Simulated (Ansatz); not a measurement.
**Geometry relaxation of C2H5ClGaN (part 2 of 2)**

Continued. System: C2H5ClGaN. Method: RKS PBE0-D4/def2-SVP (Ansatz 0.2.0). It belongs to a series of runs on one base structure; here: end point B relaxed.

Geometry of the input (Å):
```
Cl -2.6117  0.7450  -1.0955
Ga -1.8986  -0.0943  0.4758
C  0.5559  0.2135  1.1450
C  0.7190  -0.6814  -0.0671
N  0.0495  -0.0345  -1.2312
H  -0.4638  0.4869  1.4011
H  1.2010  1.1418  0.9889
H  0.1208  -1.6077  0.1421
H  1.7049  -0.9421  -0.2423
H  -0.8353  -0.5701  -1.3452
```

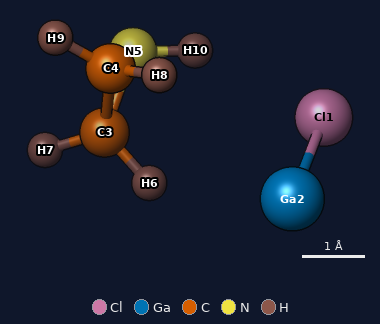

**Figure 1.** The geometry at step 14 of the log (ball-and-stick view, seen at a tilt; atoms are numbered from 1 in the order of the input).

Trajectory as extended XYZ, continued
```
10
Properties=species:S:1:pos:R:3:forces:R:3 step=6 energy=-68517.79034
Cl   -2.9495    0.9277   -1.2759   -0.0813  -0.0977   0.2044
Ga   -2.4234   -0.2577    0.5708   -0.5792   0.0092  -0.1868
C     0.4740    0.3804    0.6283   -0.2769  -0.5897  -1.3850
C     0.8593   -0.9180   -0.0123    0.0743   0.5229   0.3324
N     0.2438    0.0815   -0.8456   -0.2856   0.0653   1.1912
H    -0.3430    0.3797    1.3907    0.3236  -0.0964  -0.4871
H     1.2187    1.1634    0.8294   -0.0715  -0.1352  -0.2374
H     0.2580   -1.7960    0.2572    0.1633  -0.1232   0.1050
H     1.9168   -1.1028   -0.2185    0.0815  -0.2162   0.0607
H    -0.7130   -0.2012   -1.1525    0.6517   0.6609   0.4025
10
Properties=species:S:1:pos:R:3:forces:R:3 step=7 energy=-68517.97356
Cl   -2.9685    0.9242   -1.2636   -0.0883  -0.0151   0.0600
Ga   -2.5190   -0.2759    0.5711   -0.4009  -0.0686  -0.0100
C     0.4744    0.3773    0.5838    0.3804   0.1122   0.2425
C     0.8801   -0.9255    0.0010   -0.0684  -0.0168   0.1221
N     0.2641    0.0931   -0.8059   -0.1870  -0.1189  -0.4626
H    -0.3306    0.3722    1.3364   -0.1125  -0.0585  -0.0862
H     1.2199    1.1523    0.8020    0.0070  -0.0278  -0.0689
H     0.2774   -1.8032    0.2756    0.1314  -0.0148   0.0769
H     1.9319   -1.1265   -0.2109    0.1271  -0.1090   0.0219
H    -0.6879   -0.1309   -1.1179    0.2112   0.3173   0.1043
10
Properties=species:S:1:pos:R:3:forces:R:3 step=8 energy=-68518.05189
Cl   -3.0199    0.9241   -1.2503   -0.0456  -0.0548   0.0748
Ga   -2.6612   -0.3091    0.5801   -0.2178  -0.0076  -0.0338
C     0.5101    0.3767    0.5814   -0.0453   0.1167   0.0256
C     0.8970   -0.9308    0.0033   -0.0709   0.0588  -0.0093
N     0.3014    0.0979   -0.8189    0.1348  -0.1145  -0.0767
H    -0.3238    0.3851    1.3070    0.0242  -0.0410  -0.1281
H     1.2556    1.1491    0.7988    0.0631  -0.0209   0.0018
H     0.2895   -1.7992    0.2926    0.0611  -0.0275   0.0271
H     1.9498   -1.1524   -0.1974    0.0292  -0.0624  -0.0027
H    -0.6568   -0.0842   -1.1249    0.0672   0.1533   0.1213
10
Properties=species:S:1:pos:R:3:forces:R:3 step=9 energy=-68518.10969
Cl   -3.0747    0.8631   -1.2195    0.0027  -0.0532   0.0376
Ga   -2.8378   -0.3672    0.6262   -0.0876  -0.0010  -0.0017
C     0.5502    0.3924    0.5657   -0.0532   0.1187   0.1571
C     0.9011   -0.9320    0.0061   -0.0082  -0.0726  -0.0720
N     0.3806    0.1196   -0.8366    0.0296   0.0012  -0.1893
H    -0.3236    0.4273    1.2425    0.0885   0.0187  -0.0932
H     1.3235    1.1275    0.8197   -0.0076  -0.0335   0.0251
H     0.2589   -1.7783    0.2877    0.0043   0.0053  -0.0140
H     1.9495   -1.2056   -0.1698   -0.0627   0.0058   0.0330
H    -0.5860    0.0103   -1.1504    0.0943   0.0106   0.1174
10
Properties=species:S:1:pos:R:3:forces:R:3 step=10 energy=-68518.14222
Cl   -3.0665    0.7308   -1.1776    0.0393  -0.0695   0.0559
Ga   -2.9875   -0.4553    0.7142   -0.0288   0.0237  -0.0252
C     0.5892    0.4187    0.5503   -0.0540   0.0143   0.0892
C     0.8743   -0.9286   -0.0006   -0.0187   0.0140  -0.1249
N     0.4721    0.1654   -0.8649    0.0670  -0.0256   0.0278
H    -0.3272    0.5060    1.1669    0.2061   0.0674  -0.0974
H     1.4038    1.0925    0.8580   -0.1484  -0.1046  -0.0016
H     0.1659   -1.7360    0.2491    0.0371   0.1115  -0.0703
H     1.9126   -1.2771   -0.1256   -0.2101   0.0803   0.0232
H    -0.4949    0.1407   -1.1984    0.1107  -0.1115   0.1233
10
Properties=species:S:1:pos:R:3:forces:R:3 step=11 energy=-68518.16026
Cl   -3.0443    0.5771   -1.1386    0.0684  -0.0879   0.1052
Ga   -3.0964   -0.5540    0.7949    0.0037   0.0519  -0.0807
C     0.6263    0.4492    0.5405    0.0392  -0.0889   0.1111
C     0.8316   -0.9185   -0.0098   -0.0798   0.0941  -0.1092
N     0.5587    0.2140   -0.8825   -0.0349  -0.1070   0.0793
H    -0.3116    0.6056    1.1094    0.2481   0.0720  -0.1130
H     1.4836    1.0504    0.8992   -0.3131  -0.1833  -0.0840
H     0.0458   -1.6750    0.1914    0.1972   0.2565  -0.0968
H     1.8481   -1.3457   -0.0867   -0.3066   0.1244   0.0135
H    -0.4000    0.2541   -1.2462    0.1779  -0.1318   0.1746
10
Properties=species:S:1:pos:R:3:forces:R:3 step=12 energy=-68518.18159
Cl   -2.9552    0.4916   -1.1084    0.0571  -0.0730   0.0936
Ga   -3.1051   -0.6216    0.8311    0.0136   0.0411  -0.0681
C     0.6342    0.4641    0.5354   -0.0085  -0.0685   0.1627
C     0.7905   -0.9086   -0.0164   -0.0762   0.0943  -0.0706
N     0.5857    0.2366   -0.8861   -0.0006  -0.0958  -0.0612
H    -0.3055    0.6704    1.0822    0.2039   0.0348  -0.0934
H     1.5074    1.0252    0.9122   -0.2365  -0.1369  -0.0623
H    -0.0334   -1.6283    0.1596    0.1840   0.2089  -0.0745
H     1.7869   -1.3800   -0.0730   -0.2545   0.1051   0.0134
H    -0.3640    0.3078   -1.2649    0.1177  -0.1100   0.1605
10
Properties=species:S:1:pos:R:3:forces:R:3 step=13 energy=-68518.20872
Cl   -2.7920    0.4010   -1.0531   -0.0038  -0.0605   0.0801
Ga   -3.0795   -0.6947    0.8835    0.0257   0.0324  -0.0563
C     0.6251    0.4785    0.5270   -0.1378  -0.0296   0.1451
C     0.7353   -0.8935   -0.0286   -0.0378   0.0664  -0.0048
N     0.6105    0.2584   -0.8952    0.1148  -0.0576  -0.1421
H    -0.3166    0.7401    1.0415    0.1273  -0.0097  -0.0831
H     1.5055    0.9947    0.9313   -0.0455  -0.0396  -0.0106
H    -0.1258   -1.5699    0.1107    0.0830   0.0897  -0.0484
H     1.7055   -1.4108   -0.0524   -0.1341   0.0468   0.0102
H    -0.3263    0.3534   -1.2931    0.0083  -0.0384   0.1099
10
Properties=species:S:1:pos:R:3:forces:R:3 step=14 energy=-68518.22824
Cl   -2.6817    0.2667   -0.9643   -0.0324  -0.0251   0.0378
Ga   -3.0068   -0.7950    0.9855    0.0365   0.0233  -0.0397
C     0.6121    0.4984    0.5132   -0.1782   0.0892   0.1396
C     0.6607   -0.8731   -0.0442   -0.0352  -0.0437  -0.0249
N     0.6960    0.2877   -0.9133   -0.0067  -0.1480   0.0139
H    -0.3468    0.8416    0.9461    0.2231  -0.0576  -0.1182
H     1.4975    0.9399    0.9901   -0.0699  -0.0453  -0.0301
H    -0.2641   -1.4791    0.0087    0.2042   0.1294  -0.0657
H     1.5865   -1.4681    0.0118   -0.1889   0.1107  -0.0174
H    -0.2118    0.4381   -1.3621    0.0476  -0.0327   0.1047
10
Properties=species:S:1:pos:R:3:forces:R:3 step=15 energy=-68518.23627
Cl   -2.6682    0.2222   -0.9552   -0.0280  -0.0096   0.0270
Ga   -2.8892   -0.8255    1.0181    0.0244   0.0225  -0.0303
C     0.5994    0.5052    0.5138   -0.1132   0.0389   0.0406
C     0.6216   -0.8670   -0.0428   -0.0011   0.0361  -0.0725
N     0.7210    0.2895   -0.9110   -0.0042  -0.1021   0.0344
H    -0.3579    0.8855    0.9073    0.1192  -0.0326  -0.0458
H     1.4834    0.9147    1.0182   -0.0426  -0.0291  -0.0170
H    -0.3193   -1.4424   -0.0368    0.1051   0.0484  -0.0209
H     1.5229   -1.4895    0.0393   -0.0879   0.0555   0.0074
H    -0.1721    0.4644   -1.3793    0.0284  -0.0279   0.0771
10
Properties=species:S:1:pos:R:3:forces:R:3 step=16 energy=-68518.23954
Cl   -2.7019    0.2532   -0.9566    0.0219  -0.0484   0.0803
Ga   -2.7437   -0.7817    1.0436   -0.0088   0.0400  -0.0667
C     0.5651    0.4955    0.5166    0.0182  -0.0534  -0.0616
C     0.6165   -0.8735   -0.0455   -0.0231   0.0653  -0.0458
N     0.7288    0.2823   -0.9059    0.0056   0.0267   0.0162
H    -0.4017    0.8708    0.8776   -0.0089   0.0323   0.0166
H     1.4317    0.9048    1.0483   -0.0255  -0.0048  -0.0044
H    -0.3139   -1.4582   -0.0813   -0.0030  -0.0319   0.0131
H     1.5182   -1.4846    0.0641    0.0120  -0.0244   0.0217
H    -0.1572    0.4486   -1.3895    0.0115  -0.0013   0.0306
10
Properties=species:S:1:pos:R:3:forces:R:3 step=17 energy=-68518.24058
Cl   -2.6609    0.2349   -0.9324   -0.0229  -0.0170   0.0148
Ga   -2.7425   -0.7779    1.0730    0.0027   0.0160  -0.0232
C     0.5539    0.4944    0.5117    0.0169  -0.0160  -0.0043
C     0.6090   -0.8719   -0.0551   -0.0173  -0.0062   0.0093
N     0.7400    0.2871   -0.9077    0.0072   0.0194  -0.0147
H    -0.4157    0.8766    0.8580   -0.0034   0.0164   0.0054
H     1.4130    0.8970    1.0591    0.0010   0.0003   0.0047
H    -0.3222   -1.4546   -0.1065    0.0082  -0.0071  -0.0050
H     1.5063   -1.4870    0.0723    0.0061  -0.0025   0.0010
H    -0.1392    0.4584   -1.4010    0.0016  -0.0034   0.0119
10
Properties=species:S:1:pos:R:3:forces:R:3 step=18 energy=-68518.24087
Cl   -2.6893    0.2161   -0.9389    0.0053  -0.0049   0.0055
Ga   -2.7741   -0.7800    1.0715    0.0068   0.0089  -0.0078
C     0.5657    0.4958    0.5129   -0.0385   0.0039   0.0148
C     0.6128   -0.8700   -0.0556   -0.0222  -0.0209   0.0185
N     0.7464    0.2902   -0.9071    0.0043   0.0046  -0.0359
H    -0.4011    0.8848    0.8622    0.0167  -0.0093   0.0022
H     1.4280    0.8936    1.0582    0.0116   0.0039   0.0076
H    -0.3207   -1.4497   -0.1047    0.0169   0.0077  -0.0043
H     1.5082   -1.4893    0.0698   -0.0062   0.0135  -0.0087
H    -0.1340    0.4656   -1.3968    0.0053  -0.0074   0.0081
10
Properties=species:S:1:pos:R:3:forces:R:3 step=19 energy=-68518.24095
Cl   -2.6814    0.1936   -0.9610    0.0014   0.0122  -0.0259
Ga   -2.7547   -0.7440    1.0743   -0.0026  -0.0100   0.0289
C     0.5611    0.4924    0.5182    0.0563  -0.0157  -0.0020
C     0.6100   -0.8703   -0.0576    0.0716  -0.0048   0.0069
N     0.7384    0.2946   -0.9045   -0.0355  -0.0022   0.0295
H    -0.4033    0.8736    0.8808   -0.0136   0.0159  -0.0196
H     1.4267    0.8912    1.0595   -0.0236  -0.0148   0.0049
H    -0.3199   -1.4540   -0.1076   -0.0087  -0.0012  -0.0065
H     1.5102   -1.4845    0.0573   -0.0152  -0.0037   0.0145
H    -0.1454    0.4645   -1.3878   -0.0301   0.0244  -0.0307
10
Properties=species:S:1:pos:R:3:forces:R:3 step=20 energy=-68518.24126
Cl   -2.6781    0.1886   -0.9620   -0.0015   0.0040  -0.0090
Ga   -2.7486   -0.7304    1.0842    0.0001  -0.0032   0.0115
C     0.5582    0.4890    0.5189   -0.0115   0.0044  -0.0093
C     0.6125   -0.8717   -0.0601   -0.0166   0.0016  -0.0082
N     0.7360    0.2963   -0.9035    0.0327   0.0028  -0.0073
H    -0.4083    0.8736    0.8731   -0.0046  -0.0092   0.0145
H     1.4199    0.8851    1.0672   -0.0008   0.0095  -0.0038
H    -0.3154   -1.4578   -0.1169   -0.0062  -0.0072   0.0086
H     1.5135   -1.4834    0.0593    0.0014   0.0001  -0.0055
H    -0.1479    0.4677   -1.3886    0.0070  -0.0029   0.0085
10
Properties=species:S:1:pos:R:3:forces:R:3 step=21 energy=-68518.24138
Cl   -2.6792    0.1892   -0.9592   -0.0006   0.0004  -0.0036
Ga   -2.7467   -0.7270    1.0892    0.0001  -0.0006   0.0042
C     0.5557    0.4885    0.5183    0.0100  -0.0007  -0.0040
C     0.6128   -0.8719   -0.0615   -0.0005  -0.0063   0.0014
N     0.7397    0.2966   -0.9037    0.0044   0.0041   0.0019
H    -0.4121    0.8705    0.8714   -0.0058  -0.0008   0.0026
H     1.4156    0.8857    1.0688   -0.0039   0.0030   0.0000
H    -0.3148   -1.4586   -0.1207   -0.0039  -0.0011   0.0024
H     1.5137   -1.4832    0.0601    0.0008  -0.0010  -0.0018
H    -0.1428    0.4674   -1.3911   -0.0006   0.0030  -0.0032
```

Key numbers

| quantity | value |
| --- | --- |
| outcome | converged |
| total energy | −68518.2414 eV |
| mean-field energy | −68518.0250 eV |
| largest force (length of the vector) at the end | 0.011 eV/Å |
| hardware | 2 threads of Intel Xeon @ 2.50GHz (Skylake/Cascade Lake), 189 GiB of memory available, shared host |
| wall time | 2.9 min (CPU time 5.4 min) |
| peak memory | 0.32 GiB |
